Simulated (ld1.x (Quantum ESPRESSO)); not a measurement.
# A PAW potential for cobalt, from input to tests

Do these settings give a usable potential? It is generated, then checked for transferability, scattering, ghosts and hardness.

The numbers are computed with ld1.x (Quantum ESPRESSO) 7.5 (PBEsol, scalar-relativistic, spin-unpolarised reference atom).

**1. The design**

Typed settings, in words:

```json
{
  "element": "cobalt (Co, Z = 27)",
  "type": "PAW",
  "frozen core": "[Ne]",
  "valence charge": "17",
  "reference configuration": "3s2 3p6 3d7 4s2 4p0",
  "partial waves": "3s (bound): rcut 1.05, rcutus 1.15 bohr; 4s (bound): rcut 1.05, rcutus 1.15 bohr; 3p (bound): rcut 1.15, rcutus 1.25 bohr; 4p (bound, empty): rcut 1.15, rcutus 1.25 bohr; 3d (bound): rcut 1.40, rcutus 1.95 bohr; 3d channel at 1.45 Ry: rcut 1.40, rcutus 1.95 bohr",
  "local potential": "all-electron potential smoothed inside 1.50 bohr (lloc = -1)",
  "core correction": "Bessel-smoothed model core inside 0.94 bohr",
  "augmentation charge": "GAUSS, radius 1.15 bohr"
}
```

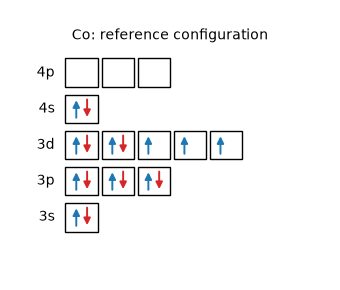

The outer shells as boxes. The arrows follow Hund's rule for the drawing; the calculation itself is spin-unpolarised.

**2. The generation run**

Co.in reads:

```
 &input
   title='Co', zed=27., rel=1, dft='PBESOL', iswitch=3,
   config='[Ar] 3d7 4s2 4p0',
   nld=3, rlderiv=2.15, eminld=-10.0, emaxld=5.0, deld=0.04
 /
 &inputp
   pseudotype=3, lpaw=.true., tm=.true., lloc=-1, rcloc=1.50,
   nlcc=.true., new_core_ps=.true., rcore=0.94,
   which_augfun='GAUSS', rmatch_augfun=1.15,
   file_pseudopw='Co.UPF', file_wfcaegen='ae.wfc', file_wfcncgen='nc.wfc', file_beta='beta', file_chi='chi', file_wfcusgen='us.wfc'
 /
6
3S  1  0   2.00   0.00  1.05  1.15  0.0
4S  2  0   2.00   0.00  1.05  1.15  0.0
3P  2  1   6.00   0.00  1.15  1.25  0.0
4P  3  1   0.00   0.00  1.15  1.25  0.0
3D  3  2   7.00   0.00  1.40  1.95  0.0
3D  3  2   0.00   1.45  1.40  1.95  0.0
 &test
   configts(1)='3s2 3p6 3d7 4s2 4p0'
 /
```

Launch:

```sh
$ ld1.x < Co.in > Co.out
```

What the program wrote to Co.out (without the banner and most projector matrices):

```text
     Program LD1 v.7.5
     --------------------------- All-electron run ----------------------------

     Co
     scalar relativistic calculation

     atomic number is 27.00
     dft =PBESOL   lsd =0 sic =0 latt =0  beta=0.20 tr2=1.0E-14
     Exchange-correlation= PBESOL
                           (   1   4  10   8   0   0   0)
     mesh =1193 r(mesh) =  99.89935 a.u. xmin = -7.00 dx = 0.01250
     1 Ry =  13.60569312 eV, c = 137.03599908

     n l     nl                  e(Ry)          e(Ha)          e(eV)
     1 0     1S 1( 2.00)      -557.5279      -278.7639     -7585.5535
     2 0     2S 1( 2.00)       -66.0073       -33.0036      -898.0745
     2 1     2P 1( 6.00)       -56.5538       -28.2769      -769.4538
     3 0     3S 1( 2.00)        -7.5070        -3.7535      -102.1374
     3 1     3P 1( 6.00)        -4.8149        -2.4075       -65.5103
     3 2     3D 1( 7.00)        -0.6049        -0.3024        -8.2295
     4 0     4S 1( 2.00)        -0.4034        -0.2017        -5.4889
     4 1     4P 1( 0.00)        -0.0917        -0.0458        -1.2473

     final scf error:  1.3E-15 reached in  29 iterations

     Etot =   -2783.805460 Ry,   -1391.902730 Ha,  -37875.602796 eV

     Ekin =    2819.428734 Ry,    1409.714367 Ha,   38360.282133 eV
     Encl =   -6671.587230 Ry,   -3335.793615 Ha,  -90771.568499 eV
     Eh   =    1184.439232 Ry,     592.219616 Ha,   16115.116720 eV
     Exc  =    -116.086195 Ry,     -58.043098 Ha,   -1579.433151 eV

     normalization and overlap integrals

     s(1S/1S) =  1.000000  <r> =   0.0562  <r2> =    0.0043  r(max) =   0.0366
     s(2S/2S) =  1.000000  <r> =   0.2557  <r2> =    0.0772  r(max) =   0.2131
     s(2P/2P) =  1.000000  <r> =   0.2251  <r2> =    0.0622  r(max) =   0.1723
     s(3S/3S) =  1.000000  <r> =   0.7743  <r2> =    0.6927  r(max) =   0.6648
     s(3P/3P) =  1.000000  <r> =   0.8165  <r2> =    0.7877  r(max) =   0.6816
     s(3D/3D) =  1.000000  <r> =   1.0715  <r2> =    1.5579  r(max) =   0.6648
     s(4S/4S) =  1.000000  <r> =   2.8807  <r2> =    9.6862  r(max) =   2.3202
     s(4P/4P) =  1.000000  <r> =   4.3669  <r2> =   23.2167  r(max) =   3.2113

     ------------------------ End of All-electron run ------------------------

     --------------------- Generating PAW atomic setup --------------------

      Generating local potential from pseudized AE potential:
      Matching radius rcloc =   1.5000

      Local pseudo, rcloc= 1.498 Estimated cut-off energy=    11.08 Ry

      Computing core charge for nlcc:

       r > 0.94 : true rho core
      Core charge pseudized with two Bessel functions
      Integrated core pseudo-charge :   0.07
      Wfc-us  3S rcutus= 1.138  Estimated cut-off energy=    40.57 Ry
      Wfc-us  4S rcutus= 1.138  Estimated cut-off energy=    79.08 Ry
      Wfc-us  3P rcutus= 1.258  Estimated cut-off energy=    52.70 Ry
      Wfc-us  4P rcutus= 1.258  Estimated cut-off energy=    96.10 Ry
      Wfc-us  3D rcutus= 1.972  Estimated cut-off energy=    30.33 Ry
      Wfc-us  3D rcutus= 1.972  Estimated cut-off energy=    25.89 Ry

     Required augmentation: GAUSS   radius:    1.150000
     Message from routine us2paw:
     GAUSS augmentation functions are ususally harder than BESSEL; use BESSEL instead unless you have discontinuity in local potential

     Estimated PAW energy = -373.599373 Ryd

     The PAW screened D coefficients
     1.11841     0.57217     0.00000     0.00000     0.00000     0.00000
     0.57217     0.11349     0.00000     0.00000     0.00000     0.00000
     0.00000     0.00000    -4.24633    -0.61052     0.00000     0.00000
     0.00000     0.00000    -0.61052    -0.23576     0.00000     0.00000
     0.00000     0.00000     0.00000     0.00000    -1.08010    -0.04191
     0.00000     0.00000     0.00000     0.00000    -0.04191     0.34335

     The PAW descreened D coefficients (US)
    -0.92627    -0.30959     0.00000     0.00000     0.00000     0.00000
    -0.30959    -0.20150     0.00000     0.00000     0.00000     0.00000
     0.00000     0.00000    -0.83269    -0.71584     0.00000     0.00000
     0.00000     0.00000    -0.71584    -0.38235     0.00000     0.00000
     0.00000     0.00000     0.00000     0.00000     9.61223     5.37143
     0.00000     0.00000     0.00000     0.00000     5.37143     2.58648

     ------------------- End of pseudopotential generation -------------------

     [... the all-electron block is printed once more ...]


     Computing logarithmic derivative in   2.13920
     Computing logarithmic derivative in   2.13920
     Computing the partial wave expansion
     R is outside the sphere for l=    0 j= 0.00
     R is outside the sphere for l=    0 j= 0.00
     R is outside the sphere for l=    1 j= 0.00
     R is outside the sphere for l=    1 j= 0.00
     R is outside the sphere for l=    2 j= 0.00
     R is outside the sphere for l=    2 j= 0.00

     ---------------------- Testing the pseudopotential ----------------------

     Co
     scalar relativistic calculation

     atomic number is 27.00   valence charge is 17.00
     dft = SLA  PW   PSX  PSC   lsd =0 sic =0 latt =0  beta=0.20 tr2=1.0E-14
     mesh =1193 r(mesh) =  99.89935 xmin = -7.00 dx = 0.01250

     n l     nl             e AE (Ry)        e PS (Ry)    De AE-PS (Ry)
     1 0     3S   1( 2.00)       -7.50696       -7.50691       -0.00006
     2 1     3P   1( 6.00)       -4.81492       -4.81487       -0.00005
     3 2     3D   1( 7.00)       -0.60486       -0.60482       -0.00004
     2 0     4S   1( 2.00)       -0.40343       -0.40342       -0.00001
     3 1     4P   1( 0.00)       -0.09167       -0.09167       -0.00000

     eps = 5.7E-15  iter =  7

     Etot =   -2783.805460 Ry,   -1391.902730 Ha,  -37875.602796 eV
     Etotps =  -373.599358 Ry,    -186.799679 Ha,   -5083.078209 eV

     Ekin =     327.818008 Ry,     163.909004 Ha,    4460.191220 eV
     Encl =    -836.465622 Ry,    -418.232811 Ha,  -11380.694557 eV
     Ehrt =     251.134602 Ry,     125.567301 Ha,    3416.860327 eV
     Ecxc =    -116.086346 Ry,     -58.043173 Ha,   -1579.435200 eV
     (Ecc =      -0.053033 Ry,      -0.026517 Ha,      -0.721557 eV)

     ---------------------- End of pseudopotential test ----------------------
```

It took 1.5 s on 1 thread of Neoverse-V2, shared host. (Generation and the later configuration tests together.)

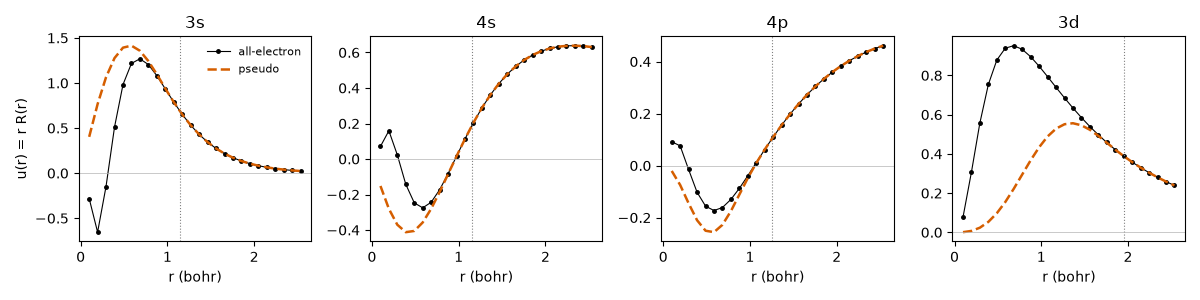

All-electron and pseudo partial waves (3s, 4s, 4p, 3d), with the matching radii dotted. The curves join 26 sampled radii, too few to resolve the innermost nodes.

**3. Testing the new file in other configurations**

Co.test.in reads:

```
 &input
   title='Co', zed=27., rel=1, dft='PBESOL', iswitch=2,
   config='[Ar] 3d7 4s2 4p0'
 /
 &test
   file_pseudo='Co.UPF', nconf=8,
   configts(1)='3s2 3p6 3d7 4s2 4p0',
   configts(2)='3s2 3p6 3d7 4s1 4p0',
   configts(3)='3s2 3p6 3d7 4s0 4p0',
   configts(4)='3s2 3p6 3d6 4s0 4p0',
   configts(5)='3s2 3p6 3d8 4s1 4p0',
   configts(6)='3s2 3p6 3d7 4s1 4p1',
   configts(7)='3s2 3p6 3d7.5 4s1.5 4p0',
   configts(8)='3s2 3p5 3d7 4s2 4p0'
 /
```

Launch:

```sh
$ ld1.x < Co.test.in > Co.test.out
```

Co.test.out, the pseudopotential blocks, each with the warnings that came before it:

```text
     ---------------------- Testing the pseudopotential ----------------------

     Co
     scalar relativistic calculation

     atomic number is 27.00   valence charge is 17.00
     dft =SLA  PW   PSX  PSC   lsd =0 sic =0 latt =0  beta=0.20 tr2=1.0E-14
     mesh =1193 r(mesh) =  99.89935 xmin = -7.00 dx = 0.01250

     n l     nl             e AE (Ry)        e PS (Ry)    De AE-PS (Ry)
     1 0     3S   1( 2.00)       -7.50696       -7.50691       -0.00006
     2 1     3P   1( 6.00)       -4.81492       -4.81487       -0.00005
     3 2     3D   1( 7.00)       -0.60486       -0.60482       -0.00004
     2 0     4S   1( 2.00)       -0.40343       -0.40342       -0.00001
     3 1     4P   1( 0.00)       -0.09167       -0.09167       -0.00000

     eps = 6.5E-15  iter =  6

     Etot =   -2783.805460 Ry,   -1391.902730 Ha,  -37875.602796 eV
     Etotps =  -373.599356 Ry,    -186.799678 Ha,   -5083.078185 eV

     Ekin =     327.818011 Ry,     163.909005 Ha,    4460.191251 eV
     Encl =    -836.465622 Ry,    -418.232811 Ha,  -11380.694558 eV
     Ehrt =     251.134601 Ry,     125.567301 Ha,    3416.860320 eV
     Ecxc =    -116.086346 Ry,     -58.043173 Ha,   -1579.435199 eV
     (Ecc =      -0.053033 Ry,      -0.026517 Ha,      -0.721557 eV)

     ---------------------- End of pseudopotential test ----------------------

     ---------------------- Testing the pseudopotential ----------------------

     Co
     [...]
     n l     nl             e AE (Ry)        e PS (Ry)    De AE-PS (Ry)
     1 0     3S   1( 2.00)       -8.15564       -8.15493       -0.00070
     2 1     3P   1( 6.00)       -5.46461       -5.46407       -0.00054
     3 2     3D   1( 7.00)       -1.24860       -1.24797       -0.00062
     2 0     4S   1( 1.00)       -0.93769       -0.93785        0.00016
     3 1     4P   1( 0.00)       -0.54515       -0.54524        0.00009

     eps = 3.5E-15  iter =  9

     Etot =   -2783.140642 Ry,   -1391.570321 Ha,  -37866.557492 eV
     Etotps =  -372.934400 Ry,    -186.467200 Ha,   -5074.031005 eV
     dEtot_ae =       0.664818 Ry
     dEtot_ps =       0.664955 Ry,   Delta E=      -0.000138 Ry

     [...]
     ---------------------- End of pseudopotential test ----------------------

     ---------------------- Testing the pseudopotential ----------------------

     Co
     [...]
     n l     nl             e AE (Ry)        e PS (Ry)    De AE-PS (Ry)
     1 0     3S   1( 2.00)       -8.90546       -8.90369       -0.00177
     2 1     3P   1( 6.00)       -6.21507       -6.21370       -0.00138
     3 2     3D   1( 7.00)       -1.98701       -1.98531       -0.00170
     2 0     4S   1( 0.00)       -1.52376       -1.52419        0.00043
     3 1     4P   1( 0.00)       -1.06215       -1.06251        0.00036

     eps = 6.6E-15  iter = 10

     Etot =   -2781.913433 Ry,   -1390.956717 Ha,  -37849.860468 eV
     Etotps =  -371.706783 Ry,    -185.853392 Ha,   -5057.328427 eV
     dEtot_ae =       1.892026 Ry
     dEtot_ps =       1.892572 Ry,   Delta E=      -0.000546 Ry

     [...]
     ---------------------- End of pseudopotential test ----------------------

     Warning: n=3, l=2 expected 0 nodes, found 1
     ---------------------- Testing the pseudopotential ----------------------

     Co
     [...]
     n l     nl             e AE (Ry)        e PS (Ry)    De AE-PS (Ry)
     1 0     3S   1( 2.00)      -10.32140      -10.32653        0.00513  !
     2 1     3P   1( 6.00)       -7.61363       -7.61878        0.00515  !
     3 2     3D   1( 6.00)       -3.31702       -3.32039        0.00337
     2 0     4S   1( 0.00)       -2.36080       -2.36159        0.00078
     3 1     4P   1( 0.00)       -1.80280       -1.80347        0.00067

     eps = 5.7E-15  iter =  9

     Etot =   -2779.279464 Ry,   -1389.639732 Ha,  -37814.023495 eV
     Etotps =  -369.072617 Ry,    -184.536308 Ha,   -5021.488763 eV
     dEtot_ae =       4.525995 Ry
     dEtot_ps =       4.526739 Ry,   Delta E=      -0.000744 Ry

     [...]
     ---------------------- End of pseudopotential test ----------------------

     ---------------------- Testing the pseudopotential ----------------------

     Co
     [...]
     n l     nl             e AE (Ry)        e PS (Ry)    De AE-PS (Ry)
     1 0     3S   1( 2.00)       -7.15404       -7.15338       -0.00067
     2 1     3P   1( 6.00)       -4.47189       -4.47130       -0.00059
     3 2     3D   1( 8.00)       -0.31287       -0.31290        0.00003
     2 0     4S   1( 1.00)       -0.32176       -0.32240        0.00064
     3 1     4P   1( 0.00)       -0.05572       -0.05589        0.00017

     eps = 1.3E-15  iter = 19

     Etot =   -2783.894692 Ry,   -1391.947346 Ha,  -37876.816865 eV
     Etotps =  -373.688012 Ry,    -186.844006 Ha,   -5084.284416 eV
     dEtot_ae =      -0.089232 Ry
     dEtot_ps =      -0.088656 Ry,   Delta E=      -0.000576 Ry

     [...]
     ---------------------- End of pseudopotential test ----------------------

     ---------------------- Testing the pseudopotential ----------------------

     Co
     [...]
     n l     nl             e AE (Ry)        e PS (Ry)    De AE-PS (Ry)
     1 0     3S   1( 2.00)       -7.64311       -7.64268       -0.00043
     2 1     3P   1( 6.00)       -4.95143       -4.95114       -0.00029
     3 2     3D   1( 7.00)       -0.73701       -0.73660       -0.00041
     2 0     4S   1( 1.00)       -0.48757       -0.48762        0.00005
     3 1     4P   1( 1.00)       -0.15556       -0.15557        0.00001

     eps = 6.7E-15  iter = 11

     Etot =   -2783.483325 Ry,   -1391.741663 Ha,  -37871.219934 eV
     Etotps =  -373.277171 Ry,    -186.638586 Ha,   -5078.694642 eV
     dEtot_ae =       0.322134 Ry
     dEtot_ps =       0.322184 Ry,   Delta E=      -0.000050 Ry

     [...]
     ---------------------- End of pseudopotential test ----------------------

     ---------------------- Testing the pseudopotential ----------------------

     Co
     [...]
     n l     nl             e AE (Ry)        e PS (Ry)    De AE-PS (Ry)
     1 0     3S   1( 2.00)       -7.31635       -7.31559       -0.00076
     2 1     3P   1( 6.00)       -4.62977       -4.62907       -0.00070
     3 2     3D   1( 7.50)       -0.44612       -0.44580       -0.00032
     2 0     4S   1( 1.50)       -0.36049       -0.36078        0.00029
     3 1     4P   1( 0.00)       -0.07252       -0.07258        0.00006

     eps = 5.0E-15  iter = 13

     Etot =   -2783.876374 Ry,   -1391.938187 Ha,  -37876.567637 eV
     Etotps =  -373.670050 Ry,    -186.835025 Ha,   -5084.040026 eV
     dEtot_ae =      -0.070914 Ry
     dEtot_ps =      -0.070694 Ry,   Delta E=      -0.000220 Ry

     [...]
     ---------------------- End of pseudopotential test ----------------------

     ---------------------- Testing the pseudopotential ----------------------

     Co
     [...]
     n l     nl             e AE (Ry)        e PS (Ry)    De AE-PS (Ry)
     1 0     3S   1( 2.00)       -8.72982       -8.73532        0.00550  !
     2 1     3P   1( 5.00)       -6.02283       -6.02694        0.00412
     3 2     3D   1( 7.00)       -1.73612       -1.74123        0.00511  !
     2 0     4S   1( 2.00)       -1.07797       -1.07763       -0.00033
     3 1     4P   1( 0.00)       -0.63788       -0.63758       -0.00029

     eps = 3.2E-15  iter = 19

     Etot =   -2778.410605 Ry,   -1389.205303 Ha,  -37802.202063 eV
     Etotps =  -368.201351 Ry,    -184.100675 Ha,   -5009.634586 eV
     dEtot_ae =       5.394854 Ry
     dEtot_ps =       5.398005 Ry,   Delta E=      -0.003151 Ry

     [...]
     ---------------------- End of pseudopotential test ----------------------
```

The tests as a table, with energies relative to 3s2 3p6 3d7 4s2 4p0. A star marks tests that logged a warning.

| valence configuration | charge | ΔE all-electron (eV) | error AE − PS (meV) |
| --- | --- | --- | --- |
| 3s2 3p6 3d7 4s1 4p0 | +1 | 9.045 | -1.9 |
| 3s2 3p6 3d7 4s0 4p0 | +2 | 25.742 | -7.4 |
| 3s2 3p6 3d6 4s0 4p0 * | +3 | 61.579 | -10 |
| 3s2 3p6 3d8 4s1 4p0 | 0 | -1.214 | -7.8 |
| 3s2 3p6 3d7 4s1 4p1 | 0 | 4.383 | -0.7 |
| 3s2 3p6 3d7.5 4s1.5 4p0 | 0 | -0.965 | -3.0 |
| 3s2 3p5 3d7 4s2 4p0 | +1 | 73.401 | -43 |

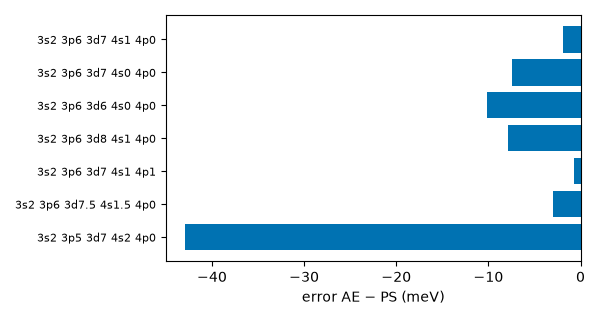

Error of the potential in each test configuration.

**4. Scattering by logarithmic derivatives**

Taken from the files of the generation run. The phase is arctan(r·u′/u) with u = r·R, unwrapped, with energies in Ry. A pole is an energy at which the radial function vanishes at the test radius. The pseudo phase is shifted by a multiple of π to meet the all-electron one at the reference energy. Levels narrower than the energy grid can be missing from the poles. The last column is the largest difference on the grid between −1 and +1 Ry.

```tsv
channel	radius (bohr)	reference (Ry)	poles AE	poles PS	window around the reference with phases within 0.05 rad (Ry)	largest difference near zero (rad)
s	2.14	-0.40	-7.48, 3.33	-7.48, 3.33	the whole range	0.000
p	2.14	-0.09	-4.76, 4.61	-4.76, 4.59	the whole range	0.000
d	2.14	-0.60	-0.34	-0.34	the whole range	0.002
```

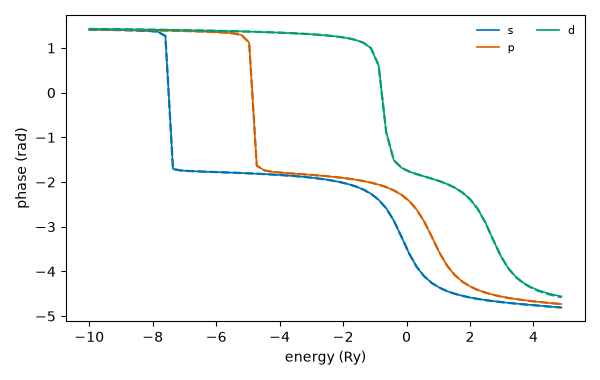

Phases by channel: all-electron solid, pseudo dashed.

**5. Cutoff and ghost test in a Bessel basis**

A separate test, outside the generator: the pseudo-atom's Hamiltonian at the reference potential is diagonalised in spherical Bessel functions j_l(qr) that vanish at 20 bohr, with q² up to the cutoff.

All-electron valence levels (Ry): 3s -7.5070, 4s -0.4034, 3p -4.8149, 4p -0.0917, 3d -0.6049. The lowest levels of each channel (Ry) by cutoff; the last column sums, over occupied levels, occupation times the distance from the level at 400 Ry. A positive value at high cutoff is not a bound level.

```tsv
cutoff (Ry)	s #1	s #2	p #1	p #2	d #1	f #1	Σ f·Δε (mRy)
8	-6.1601	-0.2733	-2.4521	-0.0200	0.0115	0.1126	21446.1
15	-7.0986	-0.3465	-4.0622	-0.0529	-0.5221	0.1126	6026.1
21	-7.3843	-0.3760	-4.4938	-0.0646	-0.5955	0.1126	2292.5
35	-7.4977	-0.3953	-4.7862	-0.0781	-0.6043	0.1126	211.3
50	-7.5065	-0.4019	-4.8130	-0.0848	-0.6048	0.1126	16.4
55	-7.5065	-0.4026	-4.8138	-0.0867	-0.6048	0.1126	9.8
70	-7.5067	-0.4033	-4.8141	-0.0907	-0.6048	0.1126	6.1
90	-7.5069	-0.4034	-4.8148	-0.0916	-0.6049	0.1126	1.2
100	-7.5070	-0.4034	-4.8148	-0.0916	-0.6049	0.1126	0.8
120	-7.5070	-0.4034	-4.8149	-0.0916	-0.6049	0.1126	0.6
400	-7.5070	-0.4034	-4.8149	-0.0917	-0.6049	0.1126	0.0
```

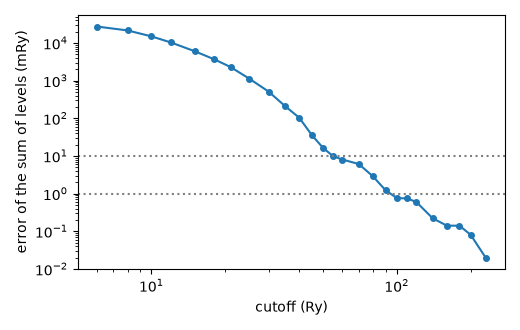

Occupation-weighted error of the valence levels against the cutoff; the dotted lines mark 10 and 1 mRy.

The sum stays within 10 mRy from 55 Ry and within 1 mRy from 100 Ry. The sum leaves out empty levels, which can need more. Ghost test: no level below the all-electron spectrum of its channel (s, p, d, f tested).

**6. Summary of results**

```
                                                quantity                             value
               cutoffs for 10 and 1 mRy, occupied levels                  55 Ry and 100 Ry
                                            bound ghosts                        none found
                            largest test error (AE − PS)  -43 meV, for 3s2 3p5 3d7 4s2 4p0
largest phase difference near zero energy, channels read                         0.002 rad
         lowest eigenvalue of the overlap (Bessel basis)                         0.174 (p)
```

In words: The worst unpolarised test, 3s2 3p5 3d7 4s2 4p0, is off by 43 meV on 73.4 eV; by total energies transferability rates as fair. That test lies far up in energy; among those under 40 eV, nearer to bonding, the largest error is 7.8 meV. The potential is of middling hardness: the looser tolerance needs 55 Ry. No bound ghost shows below the valence levels. Near zero energy the phases of the channels with partial waves agree within 0.002 rad. These are tests on the free atom; a crystal test is still owed.
